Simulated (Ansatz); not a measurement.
# SiH₄ (triplet): wB97M-V, HSE06, B2PLYP, RPA-PBE over vertical spin and charge gaps and displaced geometries, 6-31G, part 1 of 2

How well do these functionals follow the top wave-function level for SiH₄ (triplet) over vertical spin and charge gaps and displaced geometries?

The runs use Ansatz 0.2.0, Gaussian basis; 6-31G, all electrons in the functionals, frozen cores in the correlation of double hybrids and RPA.

Plan: wB97M-V, HSE06, B2PLYP, RPA-PBE, at charge 0, triplet; charge 0, singlet; charge 0, quintet; charge 1, doublet; charge 1, quartet; displaced geometry v1; displaced geometry v2 (not every functional at every point).

26 further runs of the same task are left out: 10 that didn't finish, 16 set aside as unsound or not needed.

## (1) The geometry

The geometry is a PBE0/def2-TZVP stationary point (not a proven minimum).

5 atoms, charge 0, spin multiplicity 3.

Atoms are counted from 1 here; the program's logs count them from 0.

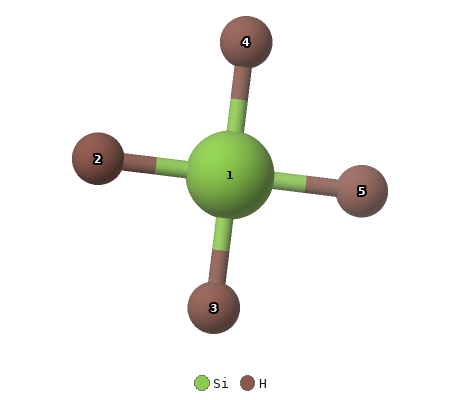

The structure; silicon green, hydrogen brown; atoms are numbered from 1 in the order of the file.

No dispersion term is added; wB97M-V holds VV10 nonlocal correlation. HSE06 is the plane-wave form.

The geometry shown and the zero of energy belong to the point charge 0, triplet. The yardstick, FCI, and other wave-function levels (R restricted, U unrestricted, valence and pair active spaces) come from earlier runs.

## (2) wB97M-V, charge 0, triplet

in.yaml

```yaml
crystal:
  periodic: [false, false, false]
  atoms:
    - {symbol: Si, position_ang: [0.000000, 0.000000, 0.000000]}
    - {symbol: H, position_ang: [-0.011525, 1.085107, 1.077576]}
    - {symbol: H, position_ang: [-0.016497, -1.077632, 1.084987]}
    - {symbol: H, position_ang: [0.016497, 1.077632, -1.084987]}
    - {symbol: H, position_ang: [0.011525, -1.085107, -1.077576]}
basis:
  gaussian: {orbitals: 6-31G}
magnetization: {spin_polarized: true, initial_magnetization: 2}
hamiltonian: {xc: {name: wB97M-V}}
output: {orbitals: {seedname: orbitals}}
```

On the command line:

```sh
$ ansatz run in.yaml --threads 1 --pin off --events-out ev --progress --plain --max-ram 2393MiB
```

The log of the run, shortened:

```text
Functional definition: wB97M-V
  name "wB97M-V"
  cite "Mardirossian & Head-Gordon, J. Chem. Phys. 144, 214110 (2016) doi:10.1063/1.4952647"
  cite "Becke, J. Chem. Phys. 107, 8554 (1997) doi:10.1063/1.475007"
  cite "Vydrov & Van Voorhis, J. Chem. Phys. 133, 244103 (2010) doi:10.1063/1.3521275"
  # Of w^i u^j: cxij and so on, Table III.
[...]
  gx(w, u) = 1 - cx + cx01*u + cx10*w
  gss(w, u) = css00 + css04*u^4 + css10*w + css20*w^2 + css43*w^4*u^3
  gos(w, u) = cos00 + cos10*w + (cos20 + cos21*u)*w^2 + (cos60 + cos61*u)*w^6
[...]
      + integral(e_c_pw_mod_opposite_spin*gos(b97_w_opposite, b97_u_opposite)) + vv10(b, c)
268 factors; integrals over basis functions are off by at most 2.0e-4 eV
116 factors; integrals over basis functions are off by at most 3.5e-6 eV
[...]
mean field -7935.05208327 eV, -291.6077854886 hartree, gradient 1.8e-5 eV, S^2 2.005859; 0 other end points of the search recorded, 0 dependent functions left out
reference -7935.05211803 eV, -291.6077867662 hartree; 10, 8 occupied and 11, 13 virtual orbitals, 268 factors
Total energy: -7935.05211803 eV, -291.6077867662 hartree
```

Run time: 2.4 s. Hardware: 1 thread of Arm Neoverse V2, shared host.

From the report: ⟨S²⟩ of the determinant 2.006 (pure triplet: 2.00).

## (3) wB97M-V, charge 0, singlet

Changes to in.yaml since step 2:

```diff
@@ -10,4 +10,4 @@
   gaussian: {orbitals: 6-31G}
-magnetization: {spin_polarized: true, initial_magnetization: 2}
+magnetization: {spin_polarized: true, initial_magnetization: 0}
 hamiltonian: {xc: {name: wB97M-V}}
-output: {orbitals: {seedname: orbitals}}
+output: {forces: true, orbitals: {seedname: orbitals}}
```

Launched as before.

The log of the run, shortened:

```text
Functional definition: wB97M-V
  name "wB97M-V"
  cite "Mardirossian & Head-Gordon, J. Chem. Phys. 144, 214110 (2016) doi:10.1063/1.4952647"
  cite "Becke, J. Chem. Phys. 107, 8554 (1997) doi:10.1063/1.475007"
  cite "Vydrov & Van Voorhis, J. Chem. Phys. 133, 244103 (2010) doi:10.1063/1.3521275"
  # Of w^i u^j: cxij and so on, Table III.
[...]
  gx(w, u) = 1 - cx + cx01*u + cx10*w
  gss(w, u) = css00 + css04*u^4 + css10*w + css20*w^2 + css43*w^4*u^3
  gos(w, u) = cos00 + cos10*w + (cos20 + cos21*u)*w^2 + (cos60 + cos61*u)*w^6
[...]
      + integral(e_c_pw_mod_opposite_spin*gos(b97_w_opposite, b97_u_opposite)) + vv10(b, c)
268 factors; integrals over basis functions are off by at most 2.0e-4 eV
116 factors; integrals over basis functions are off by at most 3.5e-6 eV
[...]
mean field -7935.32125883 eV, -291.6176775079 hartree, gradient 3.3e-7 eV, S^2 0.203999; 9 other end points of the search recorded, 0 dependent functions left out
[...]
reference -7935.32129334 eV, -291.6176787764 hartree; 9, 9 occupied and 12, 12 virtual orbitals, 268 factors
WARN: the results are in doubt because the forces break the atoms' symmetry
Total energy: -7935.32129334 eV, -291.6176787764 hartree
Atom 0 at     0.000000     0.000000     0.000000 Å, force     0.000000     0.000000     0.000000 eV/Å
Atom 1 at    -0.011525     1.085107     1.077576 Å, force     0.751775     0.421710     0.430282 eV/Å
Atom 2 at    -0.016497    -1.077632     1.084987 Å, force    -0.762710    -0.418794     0.413564 eV/Å
Atom 3 at     0.016497     1.077632    -1.084987 Å, force    -0.749835     0.422204    -0.433175 eV/Å
Atom 4 at     0.011525    -1.085107    -1.077576 Å, force     0.760770    -0.425120    -0.410671 eV/Å
Dipole moment:    -0.000000     0.000000    -0.000000 e Å
In doubt: the forces break the atoms' symmetry
```

It took 17 s on 1 thread of Arm Neoverse V2, shared host.

From the report: ⟨S²⟩ of the determinant 0.204 (pure singlet: 0.00). The program marks this result as in doubt; its last lines say why.

From charge 0, triplet: -6.2 kcal/mol.

## (4) wB97M-V, charge 0, quintet

Changes to in.yaml since step 3:

```diff
@@ -10,4 +10,4 @@
   gaussian: {orbitals: 6-31G}
-magnetization: {spin_polarized: true, initial_magnetization: 0}
+magnetization: {spin_polarized: true, initial_magnetization: 4}
 hamiltonian: {xc: {name: wB97M-V}}
-output: {forces: true, orbitals: {seedname: orbitals}}
+output: {orbitals: {seedname: orbitals}}
```

Same command.

The log of the run, shortened:

```text
Functional definition: wB97M-V
  name "wB97M-V"
  cite "Mardirossian & Head-Gordon, J. Chem. Phys. 144, 214110 (2016) doi:10.1063/1.4952647"
  cite "Becke, J. Chem. Phys. 107, 8554 (1997) doi:10.1063/1.475007"
  cite "Vydrov & Van Voorhis, J. Chem. Phys. 133, 244103 (2010) doi:10.1063/1.3521275"
  # Of w^i u^j: cxij and so on, Table III.
[...]
  gx(w, u) = 1 - cx + cx01*u + cx10*w
  gss(w, u) = css00 + css04*u^4 + css10*w + css20*w^2 + css43*w^4*u^3
  gos(w, u) = cos00 + cos10*w + (cos20 + cos21*u)*w^2 + (cos60 + cos61*u)*w^6
[...]
      + integral(e_c_pw_mod_opposite_spin*gos(b97_w_opposite, b97_u_opposite)) + vv10(b, c)
268 factors; integrals over basis functions are off by at most 2.0e-4 eV
116 factors; integrals over basis functions are off by at most 3.5e-6 eV
[...]
mean field -7926.67514594 eV, -291.2999387199 hartree, gradient 2.6e-5 eV, S^2 6.011427; 4 other end points of the search recorded, 0 dependent functions left out
reference -7926.67518078 eV, -291.2999400003 hartree; 11, 7 occupied and 10, 14 virtual orbitals, 268 factors
Total energy: -7926.67518078 eV, -291.2999400003 hartree
```

Wall time 7 s (1 thread of Arm Neoverse V2, shared host).

From the report: ⟨S²⟩ of the determinant 6.011 (pure quintet: 6.00).

From charge 0, triplet: +193.2 kcal/mol.

## (5) wB97M-V, charge 1, doublet

Changes to in.yaml since step 4:

```diff
@@ -10,4 +10,5 @@
   gaussian: {orbitals: 6-31G}
-magnetization: {spin_polarized: true, initial_magnetization: 4}
+total_charge: 1
+magnetization: {spin_polarized: true, initial_magnetization: 1}
 hamiltonian: {xc: {name: wB97M-V}}
-output: {orbitals: {seedname: orbitals}}
+output: {forces: true, orbitals: {seedname: orbitals}}
```

Launched as before.

The log of the run, shortened:

```text
Functional definition: wB97M-V
  name "wB97M-V"
  cite "Mardirossian & Head-Gordon, J. Chem. Phys. 144, 214110 (2016) doi:10.1063/1.4952647"
  cite "Becke, J. Chem. Phys. 107, 8554 (1997) doi:10.1063/1.475007"
  cite "Vydrov & Van Voorhis, J. Chem. Phys. 133, 244103 (2010) doi:10.1063/1.3521275"
  # Of w^i u^j: cxij and so on, Table III.
[...]
  gx(w, u) = 1 - cx + cx01*u + cx10*w
  gss(w, u) = css00 + css04*u^4 + css10*w + css20*w^2 + css43*w^4*u^3
  gos(w, u) = cos00 + cos10*w + (cos20 + cos21*u)*w^2 + (cos60 + cos61*u)*w^6
[...]
      + integral(e_c_pw_mod_opposite_spin*gos(b97_w_opposite, b97_u_opposite)) + vv10(b, c)
268 factors; integrals over basis functions are off by at most 2.0e-4 eV
116 factors; integrals over basis functions are off by at most 3.5e-6 eV
[...]
mean field -7927.07621259 eV, -291.3146776474 hartree, gradient 7.3e-5 eV, S^2 0.761930; 1 other end points of the search recorded, 0 dependent functions left out
[...]
reference -7927.07624516 eV, -291.3146788443 hartree; 9, 8 occupied and 12, 13 virtual orbitals, 268 factors
Total energy: -7927.07624516 eV, -291.3146788443 hartree
Atom 0 at     0.000000     0.000000     0.000000 Å, force    -0.000000     0.000000    -0.000000 eV/Å
Atom 1 at    -0.011525     1.085107     1.077576 Å, force    -0.002970     0.279678     0.277737 eV/Å
Atom 2 at    -0.016497    -1.077632     1.084987 Å, force    -0.004252    -0.277752     0.279648 eV/Å
Atom 3 at     0.016497     1.077632    -1.084987 Å, force     0.004252     0.277752    -0.279648 eV/Å
Atom 4 at     0.011525    -1.085107    -1.077576 Å, force     0.002970    -0.279678    -0.277737 eV/Å
Dipole moment:    -0.000000    -0.000000    -0.000000 e Å
```

It took 2.7 s on 1 thread of Arm Neoverse V2, shared host.

From the report: ⟨S²⟩ of the determinant 0.762 (pure doublet: 0.75).

From charge 0, triplet: +183.9 kcal/mol.

## (6) wB97M-V, charge 1, quartet

Changes to in.yaml since step 5:

```diff
@@ -11,3 +11,3 @@
 total_charge: 1
-magnetization: {spin_polarized: true, initial_magnetization: 1}
+magnetization: {spin_polarized: true, initial_magnetization: 3}
 hamiltonian: {xc: {name: wB97M-V}}
```

The command is unchanged.

The log of the run, shortened:

```text
Functional definition: wB97M-V
  name "wB97M-V"
  cite "Mardirossian & Head-Gordon, J. Chem. Phys. 144, 214110 (2016) doi:10.1063/1.4952647"
  cite "Becke, J. Chem. Phys. 107, 8554 (1997) doi:10.1063/1.475007"
  cite "Vydrov & Van Voorhis, J. Chem. Phys. 133, 244103 (2010) doi:10.1063/1.3521275"
  # Of w^i u^j: cxij and so on, Table III.
[...]
  gx(w, u) = 1 - cx + cx01*u + cx10*w
  gss(w, u) = css00 + css04*u^4 + css10*w + css20*w^2 + css43*w^4*u^3
  gos(w, u) = cos00 + cos10*w + (cos20 + cos21*u)*w^2 + (cos60 + cos61*u)*w^6
[...]
      + integral(e_c_pw_mod_opposite_spin*gos(b97_w_opposite, b97_u_opposite)) + vv10(b, c)
268 factors; integrals over basis functions are off by at most 2.0e-4 eV
116 factors; integrals over basis functions are off by at most 3.5e-6 eV
[...]
mean field -7922.17708481 eV, -291.1346380223 hartree, gradient 1.0e-7 eV, S^2 3.752666; 1 other end points of the search recorded, 0 dependent functions left out
[...]
reference -7922.17711758 eV, -291.1346392265 hartree; 10, 7 occupied and 11, 14 virtual orbitals, 268 factors
Total energy: -7922.17711758 eV, -291.1346392265 hartree
Atom 0 at     0.000000     0.000000     0.000000 Å, force    -0.000000     0.000000    -0.000000 eV/Å
Atom 1 at    -0.011525     1.085107     1.077576 Å, force     0.001817    -0.171084    -0.169896 eV/Å
Atom 2 at    -0.016497    -1.077632     1.084987 Å, force    -0.036330    -2.373152     2.389349 eV/Å
Atom 3 at     0.016497     1.077632    -1.084987 Å, force     0.036330     2.373152    -2.389349 eV/Å
Atom 4 at     0.011525    -1.085107    -1.077576 Å, force    -0.001817     0.171084     0.169896 eV/Å
Dipole moment:    -0.000000    -0.000000    -0.000000 e Å
```

Run time: 7 s. Hardware: 1 thread of Arm Neoverse V2, shared host.

From the report: ⟨S²⟩ of the determinant 3.753 (pure quartet: 3.75).

From charge 0, triplet: +296.9 kcal/mol.

## (7) wB97M-V, displaced geometry v1

in.yaml

```yaml
crystal:
  periodic: [false, false, false]
  atoms:
    - {symbol: Si, position_ang: [0.003370, -0.000123, 0.005157]}
    - {symbol: H, position_ang: [-0.008988, 1.068842, 1.071580]}
    - {symbol: H, position_ang: [0.034004, -1.034587, 1.036378]}
    - {symbol: H, position_ang: [-0.035779, 1.057862, -1.103793]}
    - {symbol: H, position_ang: [-0.083136, -1.088697, -1.147872]}
basis:
  gaussian: {orbitals: 6-31G}
magnetization: {spin_polarized: true, initial_magnetization: 2}
hamiltonian: {xc: {name: wB97M-V}}
output: {orbitals: {seedname: orbitals}}
```

The command is unchanged.

The log of the run, shortened:

```text
Functional definition: wB97M-V
  name "wB97M-V"
  cite "Mardirossian & Head-Gordon, J. Chem. Phys. 144, 214110 (2016) doi:10.1063/1.4952647"
  cite "Becke, J. Chem. Phys. 107, 8554 (1997) doi:10.1063/1.475007"
  cite "Vydrov & Van Voorhis, J. Chem. Phys. 133, 244103 (2010) doi:10.1063/1.3521275"
  # Of w^i u^j: cxij and so on, Table III.
[...]
  gx(w, u) = 1 - cx + cx01*u + cx10*w
  gss(w, u) = css00 + css04*u^4 + css10*w + css20*w^2 + css43*w^4*u^3
  gos(w, u) = cos00 + cos10*w + (cos20 + cos21*u)*w^2 + (cos60 + cos61*u)*w^6
[...]
      + integral(e_c_pw_mod_opposite_spin*gos(b97_w_opposite, b97_u_opposite)) + vv10(b, c)
268 factors; integrals over basis functions are off by at most 2.0e-4 eV
116 factors; integrals over basis functions are off by at most 4.5e-6 eV
[...]
mean field -7934.99336504 eV, -291.6056276335 hartree, gradient 5.1e-5 eV, S^2 2.006016; 0 other end points of the search recorded, 0 dependent functions left out
reference -7934.99339973 eV, -291.6056289082 hartree; 10, 8 occupied and 11, 13 virtual orbitals, 268 factors
Total energy: -7934.99339973 eV, -291.6056289082 hartree
```

Wall time 2.4 s (1 thread of Arm Neoverse V2, shared host).

From the report: ⟨S²⟩ of the determinant 2.006 (pure triplet: 2.00).

From charge 0, triplet: +1.4 kcal/mol.

## (8) wB97M-V, displaced geometry v2

in.yaml

```yaml
crystal:
  periodic: [false, false, false]
  atoms:
    - {symbol: Si, position_ang: [0.011501, 0.006071, 0.001400]}
    - {symbol: H, position_ang: [-0.164898, 1.099552, 1.090570]}
    - {symbol: H, position_ang: [-0.093250, -1.095611, 1.089801]}
    - {symbol: H, position_ang: [0.022853, 1.004383, -1.061959]}
    - {symbol: H, position_ang: [-0.085178, -1.177489, -1.157431]}
basis:
  gaussian: {orbitals: 6-31G}
magnetization: {spin_polarized: true, initial_magnetization: 2}
hamiltonian: {xc: {name: wB97M-V}}
output: {forces: true, orbitals: {seedname: orbitals}}
```

The command is unchanged.

The log of the run, shortened:

```text
Functional definition: wB97M-V
  name "wB97M-V"
  cite "Mardirossian & Head-Gordon, J. Chem. Phys. 144, 214110 (2016) doi:10.1063/1.4952647"
  cite "Becke, J. Chem. Phys. 107, 8554 (1997) doi:10.1063/1.475007"
  cite "Vydrov & Van Voorhis, J. Chem. Phys. 133, 244103 (2010) doi:10.1063/1.3521275"
  # Of w^i u^j: cxij and so on, Table III.
[...]
  gx(w, u) = 1 - cx + cx01*u + cx10*w
  gss(w, u) = css00 + css04*u^4 + css10*w + css20*w^2 + css43*w^4*u^3
  gos(w, u) = cos00 + cos10*w + (cos20 + cos21*u)*w^2 + (cos60 + cos61*u)*w^6
[...]
      + integral(e_c_pw_mod_opposite_spin*gos(b97_w_opposite, b97_u_opposite)) + vv10(b, c)
268 factors; integrals over basis functions are off by at most 2.0e-4 eV
116 factors; integrals over basis functions are off by at most 4.0e-6 eV
[...]
mean field -7934.96830651 eV, -291.6047067495 hartree, gradient 2.5e-5 eV, S^2 2.007040; 0 other end points of the search recorded, 0 dependent functions left out
[...]
reference -7934.96834111 eV, -291.6047080209 hartree; 10, 8 occupied and 11, 13 virtual orbitals, 268 factors
Total energy: -7934.96834111 eV, -291.6047080209 hartree
Atom 0 at     0.011501     0.006071     0.001400 Å, force     0.161369    -1.135886     0.587712 eV/Å
Atom 1 at    -0.164898     1.099552     1.090570 Å, force     0.073889    -0.077666     0.016041 eV/Å
Atom 2 at    -0.093250    -1.095611     1.089801 Å, force    -0.170507     0.015429    -0.255343 eV/Å
Atom 3 at     0.022853     1.004383    -1.061959 Å, force    -0.169607     0.730976    -0.961397 eV/Å
Atom 4 at    -0.085178    -1.177489    -1.157431 Å, force     0.104856     0.467147     0.612986 eV/Å
Dipole moment:    -0.048784    -0.013729    -0.014431 e Å
```

Run time: 3 s. Hardware: 1 thread of Arm Neoverse V2, shared host.

From the report: ⟨S²⟩ of the determinant 2.007 (pure triplet: 2.00).

From charge 0, triplet: +1.9 kcal/mol.

## (9) HSE06, charge 0, triplet

in.yaml

```yaml
crystal:
  periodic: [false, false, false]
  atoms:
    - {symbol: Si, position_ang: [0.000000, 0.000000, 0.000000]}
    - {symbol: H, position_ang: [-0.011525, 1.085107, 1.077576]}
    - {symbol: H, position_ang: [-0.016497, -1.077632, 1.084987]}
    - {symbol: H, position_ang: [0.016497, 1.077632, -1.084987]}
    - {symbol: H, position_ang: [0.011525, -1.085107, -1.077576]}
basis:
  gaussian: {orbitals: 6-31G}
magnetization: {spin_polarized: true, initial_magnetization: 2}
hamiltonian: {xc: {name: HSE06}}
```

Launched as before.

The log of the run, shortened:

```text
Functional definition: HSE06
  name "HSE06"
  cite "Heyd, Scuseria & Ernzerhof, J. Chem. Phys. 118, 8207 (2003) doi:10.1063/1.1564060"
  cite "Krukau, Vydrov, Izmaylov & Scuseria, J. Chem. Phys. 125, 224106 (2006) doi:10.1063/1.2404663"
  cite "Heyd & Scuseria, J. Chem. Phys. 120, 7274 (2004) doi:10.1063/1.1668634"
  cite "Ernzerhof & Perdew, J. Chem. Phys. 109, 3313 (1998) doi:10.1063/1.476928"
  cite "Perdew, Burke & Ernzerhof, Phys. Rev. Lett. 77, 3865 (1996) doi:10.1103/PhysRevLett.77.3865"
  parent pbe
[...]
  # The whole range is PBE's own exchange, as in plane waves. The composition of these papers is wPBEh.
[...]
268 factors; integrals over basis functions are off by at most 2.0e-4 eV
63 factors; integrals over basis functions are off by at most 7.0e-7 eV
[...]
mean field -7932.75747535 eV, -291.5234602030 hartree, gradient 8.0e-5 eV, S^2 2.004716; 0 other end points of the search recorded, 0 dependent functions left out
reference -7932.75751072 eV, -291.5234615030 hartree; 10, 8 occupied and 11, 13 virtual orbitals, 268 factors
Total energy: -7932.75751072 eV, -291.5234615030 hartree
```

Wall time 0.69 s (1 thread of Arm Neoverse V2, shared host).

From the report: ⟨S²⟩ of the determinant 2.005 (pure triplet: 2.00).

## (10) HSE06, charge 1, doublet

Changes to in.yaml since step 9:

```diff
@@ -10,3 +10,4 @@
   gaussian: {orbitals: 6-31G}
-magnetization: {spin_polarized: true, initial_magnetization: 2}
+total_charge: 1
+magnetization: {spin_polarized: true, initial_magnetization: 1}
 hamiltonian: {xc: {name: HSE06}}
```

Same command.

The log of the run, shortened:

```text
Functional definition: HSE06
  name "HSE06"
  cite "Heyd, Scuseria & Ernzerhof, J. Chem. Phys. 118, 8207 (2003) doi:10.1063/1.1564060"
  cite "Krukau, Vydrov, Izmaylov & Scuseria, J. Chem. Phys. 125, 224106 (2006) doi:10.1063/1.2404663"
  cite "Heyd & Scuseria, J. Chem. Phys. 120, 7274 (2004) doi:10.1063/1.1668634"
  cite "Ernzerhof & Perdew, J. Chem. Phys. 109, 3313 (1998) doi:10.1063/1.476928"
  cite "Perdew, Burke & Ernzerhof, Phys. Rev. Lett. 77, 3865 (1996) doi:10.1103/PhysRevLett.77.3865"
  parent pbe
[...]
  # The whole range is PBE's own exchange, as in plane waves. The composition of these papers is wPBEh.
[...]
268 factors; integrals over basis functions are off by at most 2.0e-4 eV
63 factors; integrals over basis functions are off by at most 7.0e-7 eV
[...]
mean field -7924.52499773 eV, -291.2209222308 hartree, gradient 8.8e-5 eV, S^2 0.764611; 0 other end points of the search recorded, 0 dependent functions left out
reference -7924.52502733 eV, -291.2209233184 hartree; 9, 8 occupied and 12, 13 virtual orbitals, 268 factors
Total energy: -7924.52502733 eV, -291.2209233184 hartree
```

Wall time 0.63 s (1 thread of Arm Neoverse V2, shared host).

From the report: ⟨S²⟩ of the determinant 0.765 (pure doublet: 0.75).

From charge 0, triplet: +189.8 kcal/mol.

## (11) B2PLYP, charge 0, triplet

Changes to in.yaml since step 10:

```diff
@@ -10,4 +10,4 @@
   gaussian: {orbitals: 6-31G}
-total_charge: 1
-magnetization: {spin_polarized: true, initial_magnetization: 1}
-hamiltonian: {xc: {name: HSE06}}
+magnetization: {spin_polarized: true, initial_magnetization: 2}
+hamiltonian: {xc: {name: B2PLYP}}
+correlation: {electrons: outside_noble_gas}
```

Same command.

The log of the run, shortened:

```text
Functional definition: B2PLYP
  name "B2PLYP"
  cite "Grimme, J. Chem. Phys. 124, 034108 (2006) doi:10.1063/1.2148954"
  cite "Becke, Phys. Rev. A 38, 3098 (1988) doi:10.1103/PhysRevA.38.3098"
  cite "Lee, Yang & Parr, Phys. Rev. B 37, 785 (1988) doi:10.1103/PhysRevB.37.785"
[...]
268 factors; integrals over basis functions are off by at most 2.0e-4 eV
[...]
mean field -7931.24025533 eV, -291.4677033955 hartree, gradient 1.3e-6 eV, S^2 2.012219; 0 other end points of the search recorded, 0 dependent functions left out
5 core orbitals not correlated: weight in the atoms' cores, before any rotation towards them, 1.000 or more for the frozen orbitals, at most 0.000 for the correlated occupied ones
reference -7931.24038984 eV, -291.4677083387 hartree; 5, 3 occupied and 11, 13 virtual orbitals, 268 factors
second order -2.05233650 eV of doubles, -0.00000000 eV of singles
Total energy: -7931.79452069 eV, -291.4880722720 hartree
```

Run time: 0.48 s. Hardware: 1 thread of Arm Neoverse V2, shared host.

From the report: ⟨S²⟩ of the determinant 2.012 (pure triplet: 2.00).

## (12) B2PLYP, charge 0, singlet

Changes to in.yaml since step 11:

```diff
@@ -10,3 +10,3 @@
   gaussian: {orbitals: 6-31G}
-magnetization: {spin_polarized: true, initial_magnetization: 2}
+magnetization: {spin_polarized: true, initial_magnetization: 0}
 hamiltonian: {xc: {name: B2PLYP}}
```

Launched as before.

The log of the run, shortened:

```text
Functional definition: B2PLYP
  name "B2PLYP"
  cite "Grimme, J. Chem. Phys. 124, 034108 (2006) doi:10.1063/1.2148954"
  cite "Becke, Phys. Rev. A 38, 3098 (1988) doi:10.1103/PhysRevA.38.3098"
  cite "Lee, Yang & Parr, Phys. Rev. B 37, 785 (1988) doi:10.1103/PhysRevB.37.785"
[...]
268 factors; integrals over basis functions are off by at most 2.0e-4 eV
[...]
mean field -7931.42847965 eV, -291.4746205117 hartree, gradient 2.5e-6 eV, S^2 0.000000; 4 other end points of the search recorded, 0 dependent functions left out
5 core orbitals not correlated: weight in the atoms' cores, before any rotation towards them, 1.000 or more for the frozen orbitals, at most 0.000 for the correlated occupied ones
reference -7931.42858935 eV, -291.4746245432 hartree; 4, 4 occupied and 12, 12 virtual orbitals, 268 factors
second order -2.05429569 eV of doubles, -0.00000000 eV of singles
Total energy: -7931.98324919 eV, -291.4950079162 hartree
```

It took 0.9 s on 1 thread of Arm Neoverse V2, shared host.

From the report: ⟨S²⟩ of the determinant 0.000 (pure singlet: 0.00).

From charge 0, triplet: -4.4 kcal/mol.

(Continued in part 2 of 2.)
